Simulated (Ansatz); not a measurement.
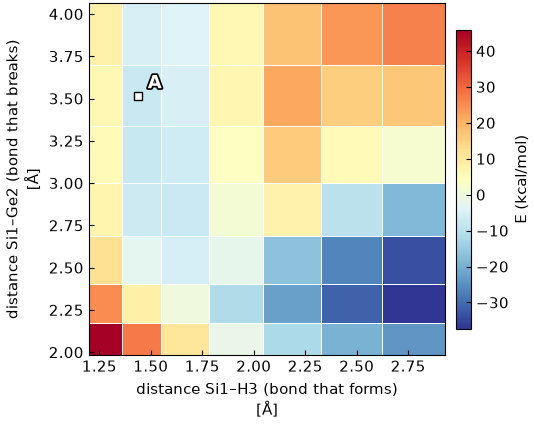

The reacting system GeH6Si (fragments GeH₆Si where the first distance is long, H₄Si + GeH₂ where the second is long). Coordinates scanned: (1) distance Si1–H3 (bond that forms); (2) distance Si1–Ge2 (bond that breaks). Relaxed at each point: all other coordinates. The grid has 7 × 7 points. Points are written as (first, second). All energies are given in kcal/mol relative to a guessed transition structure relaxed with its forming and breaking bonds held. Energies and slopes of some neighbouring points disagree (a jump in structure or state, or too coarse a mesh). The reference is spin-restricted, so regions where a bond is pulled apart into radicals lie too high. Level of theory: RKS B3LYP-D4/def2-SVP in Ansatz.

Drawn: one coloured cell a grid point, the point A.

### Is A at rest? If not, where is it pushed?

A, at (1.438 Å, 3.512 Å), is not a stationary point. The computed force is 36 kcal/mol for each Å towards larger values of the first coordinate and 5.3 kcal/mol for each Å towards smaller values of the second coordinate.
